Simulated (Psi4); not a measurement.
## Run report: SiH3Br, energy and gradient calculation

System: SiH3Br.
Method: HSE06/def2-TZVP, RKS (Psi4 1.11).

The geometry comes from this level: PBE0-D4/def2-TZVP.

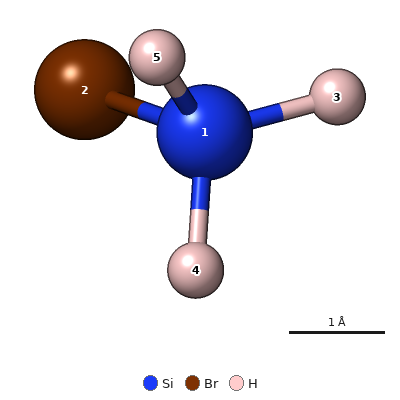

**Figure 1.** The input geometry (ball-and-stick view, seen at a tilt; atoms are numbered from 1 in the order of the input).

### Summary

```csv
quantity,value
outcome,converged
total energy,−2865.068836 hartree
basis functions,103
largest force,0.044 eV/Å
HOMO,−8.07 eV
LUMO,−0.73 eV
dipole moment,1.29 D
hardware,"1 thread of Intel Xeon (Granite Rapids), 64 GiB of memory available, shared host"
wall time,30 s
peak memory,1.2 GiB
```

### Input file (calc.py)
```python
import psi4

psi4.set_memory('2200 MB')
psi4.set_num_threads(1)
psi4.core.set_output_file('brh3si.out', False)

with open('brh3si.xyz') as f:
    atoms = ''.join(f.readlines()[2:])
mol = psi4.geometry('0 1\n' + atoms + 'symmetry c1')

options = {'puream': True, 'e_convergence': 1e-09, 'd_convergence': 1e-08, 'scf_type': 'pk', 'dft_radial_points': 99, 'dft_spherical_points': 590}
psi4.set_options(options)

E, wfn = psi4.gradient('hse06/def2-TZVP', molecule=mol, return_wfn=True)
print('gradient / Eh bohr^-1')
print(E.np.round(6))
print(f'energy = {wfn.energy():.10f} Eh')
for k, v in sorted(psi4.core.scalar_variables().items()):
    print(f'{k:45s} {v:18.10f}')
```

### File brh3si.xyz
```
5
BrH3Si
Si    -0.147420     0.056100    -0.043220
Br     1.853020    -0.705130     0.543250
H     -1.064550    -0.105170     1.107850
H     -0.625550    -0.731350    -1.202270
H     -0.015510     1.485560    -0.405610
```

Launched with:
```bash
python calc.py
```

### Output
```
gradient() will perform analytic gradient computation.

   => Loading Basis Set <=

    Name: DEF2-TZVP
    Role: ORBITAL
    Keyword: BASIS

         ---------------------------------------------------------
                                   SCF
                              RKS Reference
                        1 Threads,   2098 MiB Core
         ---------------------------------------------------------

  ==> Geometry <==

    Molecular point group: c1
    Full point group: C1

    Geometry (in Angstrom), charge = 0, multiplicity = 1:

       Center              X                  Y                   Z               Mass
    ------------   -----------------  -----------------  -----------------  -----------------
         SI          -1.424672122417     0.542132349242    -0.417671905775    27.976926534650
         BR           0.575767877583    -0.219097650758     0.168798094225    78.918337600000
         H           -2.341802122417     0.380862349242     0.733398094225     1.007825032230
         H           -1.902802122417    -0.245317650758    -1.576721905775     1.007825032230
         H           -1.292762122417     1.971592349242    -0.780061905775     1.007825032230

  Running in c1 symmetry.

  Rotational constants: A =      2.82476  B =      0.14317  C =      0.14317 [cm^-1]
  Rotational constants: A =  84684.03226  B =   4292.02414  C =   4292.02330 [MHz]
  Nuclear repulsion =  150.830234135502508

  Charge       = 0
  Multiplicity = 1
  Electrons    = 52
  Nalpha       = 26
  Nbeta        = 26

  ==> Algorithm <==

  SCF Algorithm Type is PK.
  DIIS enabled.
  MOM disabled.
  Fractional occupation disabled.
  Guess Type is SAD.
  Energy threshold   = 1.00e-09
  Density threshold  = 1.00e-08
  Integral threshold = 1.00e-12

  ==> Primary Basis <==

  Basis Set: DEF2-TZVP
    Blend: DEF2-TZVP
    Number of shells: 41
    Number of basis functions: 103
    Number of Cartesian functions: 115
    Spherical Harmonics?: true
    Max angular momentum: 3

  ==> DFT Potential <==

   => LibXC <=

    Version 7.1.2

   => Composite Functional: HSE06 <=

    HSE06 Hyb-GGA Exchange-Correlation Functional

    Deriv               =              1
    GGA                 =           TRUE
    Meta                =          FALSE

    Exchange Hybrid     =           TRUE
    MP2 Hybrid          =          FALSE

   => Exchange Functionals <=

    1.0000   short-range part of the PBE (default w=0 gives PBEh) [omega = 0.1100]
    -0.2500   short-range part of the PBE (default w=0 gives PBEh) [omega = 0.1100]

   => Exact (HF) Exchange <=

    -0.2500            HF,LR [omega = 0.1100]
    0.2500               HF

   => Correlation Functionals <=

    1.0000   Perdew, Burke & Ernzerhof

   => LibXC Density Thresholds  <==

    XC_HYB_GGA_XC_HSE06:  1.00E-15

   => Molecular Quadrature <=

    Radial Scheme          =       TREUTLER
    Pruning Scheme         =           NONE
    Nuclear Scheme         =       TREUTLER

    Blocking Scheme        =         OCTREE
    BS radius alpha        =              1
    Pruning alpha          =              1
    Radial Points          =             99
    Spherical Points       =            590
    Total Points           =         277429
    Total Blocks           =           2065
    Max Points             =            256
    Max Functions          =            102
    Weights Tolerance      =       1.00E-15

  ==> Integral Setup <==

  Using in-core PK algorithm.
   Calculation information:
      Number of atoms:                   5
      Number of AO shells:              41
      Number of primitives:             84
      Number of atomic orbitals:       115
      Number of basis functions:       103

      Integral cutoff                 1.00e-12
      Number of threads:                 1

  Performing in-core PK
  Using 43038138 doubles for integral storage.
  We computed 334297 shell quartets total.
  Whereas there are 371091 unique shell quartets.

  Computing range-separated integrals for PK
  We computed 334297 wK shell quartets total.
  Whereas there are 371091 wK unique shell quartets.

  ==> DiskJK: Disk-Based J/K Matrices <==

    J tasked:                  Yes
    K tasked:                  Yes
    wK tasked:                 Yes
    Omega:               1.100E-01
    Memory [MiB]:              915
    Schwarz Cutoff:          1E-12

  Cached 100.0% of DFT collocation blocks in 0.642 [GiB].

  Minimum eigenvalue in the overlap matrix is 4.8686035284E-03.
  Reciprocal condition number of the overlap matrix is 9.9961121009E-04.
    Using symmetric orthogonalization.

  ==> Pre-Iterations <==

  SCF Guess: Superposition of Atomic Densities via on-the-fly atomic UHF (no occupation information).

   -------------------------
    Irrep   Nso     Nmo
   -------------------------
     A        103     103
   -------------------------
    Total     103     103
   -------------------------

  ==> Iterations <==

                        Total Energy        Delta E     RMS |[F,P]|

   @RKS iter SAD: -2863.36513466575434   -2.86337e+03   0.00000e+00
   @RKS iter   1: -2864.73247621090422   -1.36734e+00   1.47356e-02 DIIS/ADIIS
   @RKS iter   2: -2864.75648755859947   -2.40113e-02   1.39811e-02 DIIS/ADIIS
   @RKS iter   3: -2865.06410862995381   -3.07621e-01   8.31293e-04 DIIS/ADIIS
   @RKS iter   4: -2865.06780539450574   -3.69676e-03   4.03366e-04 DIIS/ADIIS
   @RKS iter   5: -2865.06877699455936   -9.71600e-04   9.66180e-05 DIIS
   @RKS iter   6: -2865.06883632552763   -5.93310e-05   3.96366e-06 DIIS
   @RKS iter   7: -2865.06883643531091   -1.09783e-07   5.21211e-07 DIIS
   @RKS iter   8: -2865.06883643703623   -1.72531e-09   1.89315e-07 DIIS
   @RKS iter   9: -2865.06883643723359   -1.97360e-10   1.94609e-08 DIIS
   @RKS iter  10: -2865.06883643723722   -3.63798e-12   1.59506e-09 DIIS
  Energy and wave function converged.

  ==> Post-Iterations <==

   Electrons on quadrature grid:
      Ntotal   =   51.9999995924 ; deviation = -4.076e-07

    Orbital Energies [Eh]
    ---------------------

    Doubly Occupied:

       1A   -483.249281     2A    -66.274144     3A    -62.642100
       4A    -56.406469     5A    -56.404313     6A    -56.404313
       7A     -8.765781     8A     -6.570984     9A     -6.564043
      10A     -6.564043    11A     -5.346395    12A     -3.681878
      13A     -3.678537    14A     -3.678537    15A     -2.654757
      16A     -2.652583    17A     -2.652583    18A     -2.646877
      19A     -2.646877    20A     -0.784852    21A     -0.549097
      22A     -0.376233    23A     -0.376232    24A     -0.369620
      25A     -0.296666    26A     -0.296666

    Virtual:

      27A     -0.026815    28A      0.024907    29A      0.024908
      30A      0.028705    31A      0.136644    32A      0.136644
      33A      0.138756    34A      0.158489    35A      0.169157
      36A      0.169157    37A      0.247574    38A      0.247575
      39A      0.253188    40A      0.291569    41A      0.291570
      42A      0.315405    43A      0.315406    44A      0.346887
      45A      0.459079    46A      0.459080    47A      0.488712
      48A      0.496313    49A      0.571969    50A      0.571970
      51A      0.860120    52A      0.898349    53A      0.899499
      54A      0.899500    55A      0.930631    56A      0.975137
      57A      0.975139    58A      1.021065    59A      1.021065
      60A      1.077788    61A      1.143286    62A      1.145375
      63A      1.145375    64A      1.291620    65A      1.291622
      66A      1.344228    67A      1.344228    68A      1.388330
      69A      1.427969    70A      1.427970    71A      1.515419
      72A      1.517879    73A      1.527789    74A      1.554873
      75A      1.554873    76A      1.611764    77A      1.611764
      78A      1.741528    79A      1.830396    80A      1.830400
      81A      1.886467    82A      1.886471    83A      1.986123
      84A      2.012545    85A      2.012547    86A      2.046751
      87A      2.065047    88A      2.335302    89A      2.335302
      90A      2.342098    91A      2.605548    92A      2.819105
      93A      2.819111    94A      4.007402    95A      4.007403
      96A      4.080324    97A      4.080324    98A      4.179566
      99A      6.152889   100A      6.152893   101A      6.212622
     102A      7.438934   103A     10.606013

    Final Occupation by Irrep:
              A
    DOCC [    26 ]
    NA   [    26 ]
    NB   [    26 ]

  @RKS Final Energy: -2865.06883643723722

   => Energetics <=

    Nuclear Repulsion Energy =            150.8302341355025078
    One-Electron Energy =               -4286.1066782019370294
    Two-Electron Energy =                1356.2023949427193656
    DFT Exchange-Correlation Energy =     -85.9947873135226928
    Empirical Dispersion Energy =           0.0000000000000000
    VV10 Nonlocal Energy =                  0.0000000000000000
    Total Energy =                      -2865.0688364372372234

Computation Completed

Properties will be evaluated at   0.000000,   0.000000,   0.000000 [a0]

Properties computed using the SCF density matrix

 Multipole Moments:

 ------------------------------------------------------------------------------------
     Multipole            Electronic (a.u.)      Nuclear  (a.u.)        Total (a.u.)
 ------------------------------------------------------------------------------------

 L = 1.  Multiply by 2.5417464519 to convert [e a0] to [Debye]
 Dipole X            :          9.6148175          -10.0739417           -0.4591242
 Dipole Y            :         -3.6587329            3.8334458            0.1747129
 Dipole Z            :          2.8187697           -2.9533757           -0.1346060
 Magnitude           :                                                    0.5093510

 ------------------------------------------------------------------------------------

	total time  =         18 seconds =       0.30 minutes

         ------------------------------------------------------------
                                   SCF GRAD
         ------------------------------------------------------------

  ==> Geometry <==

    Molecular point group: c1
    Full point group: C1

    Geometry (in Angstrom), charge = 0, multiplicity = 1:

       Center              X                  Y                   Z               Mass
    ------------   -----------------  -----------------  -----------------  -----------------
         SI          -1.424672122417     0.542132349242    -0.417671905775    27.976926534650
         BR           0.575767877583    -0.219097650758     0.168798094225    78.918337600000
         H           -2.341802122417     0.380862349242     0.733398094225     1.007825032230
         H           -1.902802122417    -0.245317650758    -1.576721905775     1.007825032230
         H           -1.292762122417     1.971592349242    -0.780061905775     1.007825032230

  Nuclear repulsion =  150.830234135502508

  ==> Basis Set <==

  Basis Set: DEF2-TZVP
    Blend: DEF2-TZVP
    Number of shells: 41
    Number of basis functions: 103
    Number of Cartesian functions: 115
    Spherical Harmonics?: true
    Max angular momentum: 3

  ==> DirectJKGrad: Integral-Direct SCF Gradients <==

    Gradient:                    1
    J tasked:                  Yes
    K tasked:                  Yes
    wK tasked:                 Yes
    Omega:               1.100E-01
    Integrals threads:           1
    Schwarz Cutoff:          1E-12

  ==> DFT Potential <==

   => LibXC <=

    Version 7.1.2

   => Composite Functional: HSE06 <=

    HSE06 Hyb-GGA Exchange-Correlation Functional

    Deriv               =              1
    GGA                 =           TRUE
    Meta                =          FALSE

    Exchange Hybrid     =           TRUE
    MP2 Hybrid          =          FALSE

   => Exchange Functionals <=

    1.0000   short-range part of the PBE (default w=0 gives PBEh) [omega = 0.1100]
    -0.2500   short-range part of the PBE (default w=0 gives PBEh) [omega = 0.1100]

   => Exact (HF) Exchange <=

    -0.2500            HF,LR [omega = 0.1100]
    0.2500               HF

   => Correlation Functionals <=

    1.0000   Perdew, Burke & Ernzerhof

   => LibXC Density Thresholds  <==

    XC_HYB_GGA_XC_HSE06:  1.00E-15

   => Molecular Quadrature <=

    Radial Scheme          =       TREUTLER
    Pruning Scheme         =           NONE
    Nuclear Scheme         =       TREUTLER

    Blocking Scheme        =         OCTREE
    BS radius alpha        =              1
    Pruning alpha          =              1
    Radial Points          =             99
    Spherical Points       =            590
    Total Points           =         277429
    Total Blocks           =           2065
    Max Points             =            256
    Max Functions          =            102
    Weights Tolerance      =       1.00E-15

  -Total Gradient:
     Atom            X                  Y                   Z
    ------   -----------------  -----------------  -----------------
       1        0.000766350034    -0.000290805517     0.000222776568
       2       -0.000731003804     0.000278222193    -0.000214676872
       3       -0.000071826865    -0.000035964073     0.000155170570
       4       -0.000016348806    -0.000113372295    -0.000130014525
       5        0.000058606118     0.000159908789    -0.000031819091

	total time  =         12 seconds =       0.20 minutes
```

### Standard output
```
gradient / Eh bohr^-1
[[ 7.66e-04 -2.91e-04  2.23e-04]
 [-7.31e-04  2.78e-04 -2.15e-04]
 [-7.20e-05 -3.60e-05  1.55e-04]
 [-1.60e-05 -1.13e-04 -1.30e-04]
 [ 5.90e-05  1.60e-04 -3.20e-05]]
energy = -2865.0688364372 Eh
CURRENT ENERGY                                  -2865.0688364372
CURRENT REFERENCE ENERGY                        -2865.0688364372
DD SOLVATION ENERGY                                 0.0000000000
DFT FUNCTIONAL TOTAL ENERGY                     -2865.0688364372
DFT TOTAL ENERGY                                -2865.0688364372
DFT VV10 ENERGY                                     0.0000000000
DFT XC ENERGY                                     -85.9947873135
GRID ELECTRONS ALPHA                               25.9999997962
GRID ELECTRONS BETA                                25.9999997962
GRID ELECTRONS TOTAL                               51.9999995924
NUCLEAR REPULSION ENERGY                          150.8302341355
ONE-ELECTRON ENERGY                             -4286.1066782019
PCM POLARIZATION ENERGY                             0.0000000000
PE ENERGY                                           0.0000000000
SCF ITERATION ENERGY                            -2865.0688364372
SCF ITERATIONS                                     10.0000000000
SCF TOTAL ENERGY                                -2865.0688364372
TWO-ELECTRON ENERGY                              1356.2023949427
XC GRID RADIAL POINTS                              99.0000000000
XC GRID SPHERICAL POINTS                          590.0000000000
XC GRID TOTAL POINTS                           277429.0000000000
```

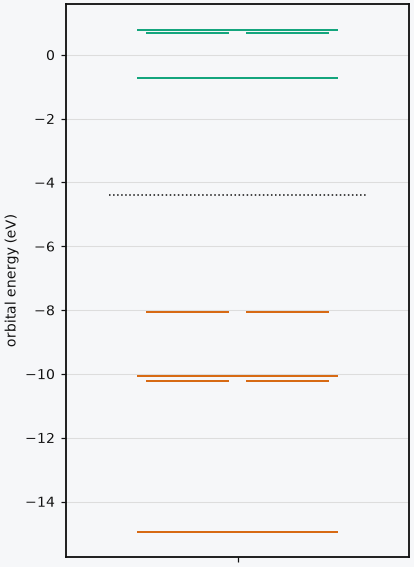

**Figure 2.** Orbital energies near the frontier; the dotted line parts filled from empty levels, and levels within 0.02 eV of each other stand side by side. Highest filled −8.07 eV, lowest empty −0.73 eV, 7.34 eV apart.
